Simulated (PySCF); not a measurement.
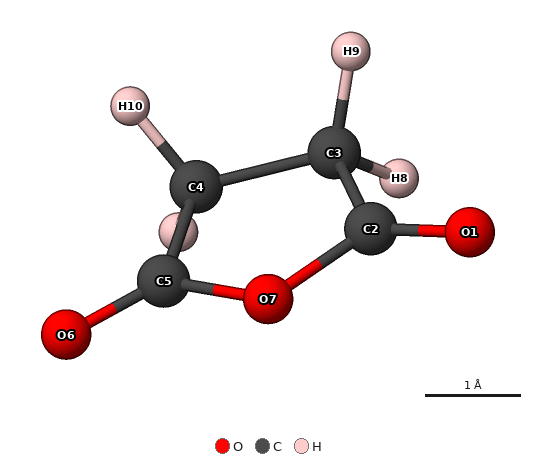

**Figure 1.** The input geometry of run A (ball-and-stick view, seen at a tilt; atoms are numbered from 1 in the order of the input). Bond lengths as drawn: C–C 1.51 to 1.52 Å, C–H 1.10 Å and C–O 1.19 to 1.37 Å.

# What a change does: NMR shielding calculation on C₄H₄O₃

System: C₄H₄O₃, SMILES O=C1CCC(=O)O1.
Method of run A: GIAO PBE0/STO-3G NMR shielding, non-relativistic, gas phase (PySCF 2.14.0).

The geometry comes from this level: PBE0-D3(BJ)/def2-SVP. Text and figures count atoms from 1; the logs count them from 0 in places.

## The input, run A
```
{"job": {"kind": "nmr", "xc": "PBE0", "basis": "STO-3G", "pop": true}, "charge": 0, "multiplicity": 1}
O     -1.720668    -1.203287    -1.960733
C     -0.933129    -0.824826    -1.158195
C     -0.907126     0.483804    -0.397934
C      0.333084     0.396949     0.472525
C      0.925239    -0.960773     0.160748
O      1.896507    -1.470188     0.613381
O      0.146293    -1.587520    -0.782087
H     -1.848553     0.575905     0.163106
H     -0.893438     1.306848    -1.127127
H      1.092434     1.162515     0.256111
H      0.133999     0.446896     1.552843
```

The first line tells a small driver script what to run in PySCF; the rest is the geometry in Å.

Hardware: 1 CPU thread, shared host.

## Output (run A)
```
coarse grid: 10088 points
cycle   1  E = -374.8381786219  dE =  1.885e+00  |g| = 1.037e+00  |ddm| = 4.735e+00
cycle   2  E = -373.8265974757  dE =  1.012e+00  |g| = 2.348e+00  |ddm| = 3.525e+00
cycle   3  E = -375.1427789949  dE = -1.316e+00  |g| = 3.690e-01  |ddm| = 2.527e+00
cycle   4  E = -375.1772877454  dE = -3.451e-02  |g| = 1.147e-01  |ddm| = 5.343e-01
cycle   5  E = -375.1807018938  dE = -3.414e-03  |g| = 2.295e-02  |ddm| = 1.303e-01
cycle   6  E = -375.1808453312  dE = -1.434e-04  |g| = 4.443e-03  |ddm| = 2.784e-02
cycle   7  E = -375.1808503305  dE = -4.999e-06  |g| = 3.396e-04  |ddm| = 4.882e-03
final grid: 99944 points
cycle   8  E = -375.1328169233  dE =  1.529e-05  |g| = 1.141e-02  |ddm| = 2.234e-02
cycle   9  E = -375.1327440171  dE =  7.291e-05  |g| = 2.025e-02  |ddm| = 3.333e-02
cycle  10  E = -375.1328492139  dE = -1.052e-04  |g| = 2.854e-03  |ddm| = 2.266e-02
cycle  11  E = -375.1328515759  dE = -2.362e-06  |g| = 8.430e-05  |ddm| = 3.666e-03
cycle  12  E = -375.1328515777  dE = -1.812e-09  |g| = 2.721e-05  |ddm| = 1.134e-04
cycle  13  E = -375.1328515779  dE = -2.107e-10  |g| = 3.333e-06  |ddm| = 3.736e-05
converged SCF energy = -375.1328515779

GIAO shielding tensors (ppm)
atom      isotropic    diamagn.    paramagn.     s11        s22        s33       span
  0 O      -62.288     381.041    -443.329   -511.464   -114.483    439.082    950.546
  1 C      117.854     257.816    -139.962     36.352    139.250    177.959    141.606
  2 C      205.766     244.912     -39.145    194.241    202.461    220.598     26.357
  3 C      205.756     245.660     -39.905    194.207    202.479    220.580     26.373
  4 C      117.830     258.098    -140.268     36.315    139.250    177.926    141.610
  5 O      -62.352     381.787    -444.139   -511.582   -114.504    439.031    950.614
  6 O      138.847     375.601    -236.755    -64.844    124.335    357.049    421.894
  7 H       30.242      29.846       0.396     25.072     27.646     38.008     12.935
  8 H       30.234      29.847       0.388     25.079     27.643     37.982     12.903
  9 H       30.243      30.314      -0.071     25.076     27.642     38.010     12.934
 10 H       30.234      30.312      -0.078     25.071     27.652     37.978     12.907
```

For run B the input was changed thus:
```diff
-"basis": "STO-3G"
+"basis": "6-31G*"
```

Predict how the results change.

The total energy of run B is 3122.2 kcal/mol lower, which measures the change of basis and not a stability. The HOMO goes from −4.91 to −8.09 eV. The LUMO goes from 2.27 to −0.56 eV. The dipole moment goes from 2.85 to 4.35 D. Of all shieldings, the largest change is that of O7, by −128.8 ppm. The SCF takes 14 iterations against 13. The basis functions go from 39 to 106.

## Output (run B)
```
coarse grid: 10088 points
cycle   1  E = -379.8998156087  dE =  1.527e+00  |g| = 1.165e+00  |ddm| = 3.483e+00
cycle   2  E = -379.0042824847  dE =  8.955e-01  |g| = 2.470e+00  |ddm| = 2.835e+00
cycle   3  E = -380.1480440276  dE = -1.144e+00  |g| = 3.260e-01  |ddm| = 2.128e+00
cycle   4  E = -380.1666057354  dE = -1.856e-02  |g| = 1.233e-01  |ddm| = 3.275e-01
cycle   5  E = -380.1691511577  dE = -2.545e-03  |g| = 3.159e-02  |ddm| = 9.462e-02
cycle   6  E = -380.1693815419  dE = -2.304e-04  |g| = 6.003e-03  |ddm| = 2.983e-02
cycle   7  E = -380.1693887544  dE = -7.212e-06  |g| = 1.760e-03  |ddm| = 5.626e-03
final grid: 99944 points
cycle   8  E = -380.1084017882  dE =  6.933e-06  |g| = 1.498e-02  |ddm| = 2.334e-02
cycle   9  E = -380.1082994049  dE =  1.024e-04  |g| = 2.759e-02  |ddm| = 3.112e-02
cycle  10  E = -380.1084437210  dE = -1.443e-04  |g| = 2.935e-03  |ddm| = 2.075e-02
cycle  11  E = -380.1084453764  dE = -1.655e-06  |g| = 2.702e-04  |ddm| = 2.261e-03
cycle  12  E = -380.1084453891  dE = -1.273e-08  |g| = 8.913e-05  |ddm| = 2.432e-04
cycle  13  E = -380.1084453910  dE = -1.840e-09  |g| = 1.351e-05  |ddm| = 8.986e-05
cycle  14  E = -380.1084453910  dE = -4.241e-11  |g| = 3.252e-06  |ddm| = 1.529e-05
converged SCF energy = -380.1084453910

GIAO shielding tensors (ppm)
atom      isotropic    diamagn.    paramagn.     s11        s22        s33       span
  0 O      -82.120     394.024    -476.144   -398.021   -181.102    332.763    730.784
  1 C       33.647     247.754    -214.107    -60.585     73.196     88.329    148.914
  2 C      167.357     251.142     -83.786    147.105    165.571    189.394     42.289
  3 C      167.340     251.689     -84.349    147.061    165.581    189.378     42.317
  4 C       33.619     247.893    -214.275    -60.620     73.206     88.270    148.889
  5 O      -82.157     395.507    -477.664   -398.118   -181.077    332.724    730.842
  6 O       10.031     398.119    -388.087   -132.630    -33.550    196.274    328.905
  7 H       29.518      29.055       0.462     25.298     28.658     34.597      9.299
  8 H       29.520      29.063       0.457     25.303     28.664     34.591      9.288
  9 H       29.516      29.513       0.003     25.302     28.651     34.594      9.292
 10 H       29.521      29.522      -0.001     25.296     28.675     34.592      9.296
```

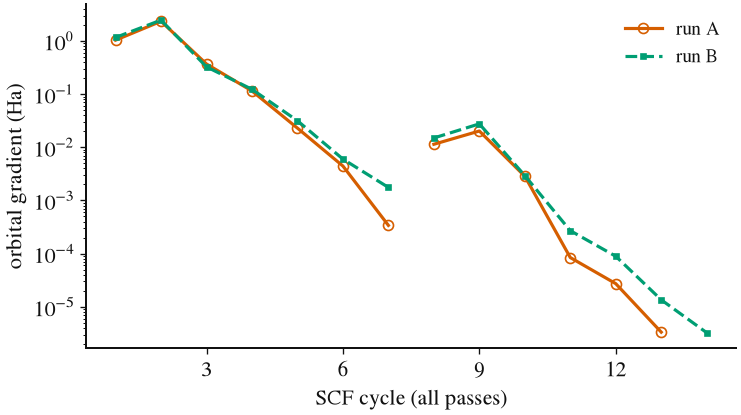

**Figure 2.** Convergence of the two runs: orbital gradient against the SCF cycle. A break in a curve parts two SCF passes (coarse and final grid). Run A takes 13 cycles in all, and run B takes 14.

## The two runs side by side

| quantity | run A | run B |
| --- | --- | --- |
| outcome | converged | converged |
| total energy (hartree) | −375.132852 | −380.108445 |
| HOMO (eV) | −4.91 | −8.09 |
| LUMO (eV) | 2.27 | −0.56 |
| dipole moment (D) | 2.85 | 4.35 |
| shielding of O1 (ppm) | −62.3 | −82.1 |
| shielding of C2 (ppm) | 117.9 | 33.6 |
| shielding of C3 (ppm) | 205.8 | 167.4 |
| shielding of C4 (ppm) | 205.8 | 167.3 |
| shielding of C5 (ppm) | 117.8 | 33.6 |
| shielding of O6 (ppm) | −62.4 | −82.2 |
| shielding of O7 (ppm) | 138.8 | 10.0 |
| SCF iterations | 13 | 14 |
| basis functions | 39 | 106 |
| wall time (shared host) | 3.1 s | 9.1 s |
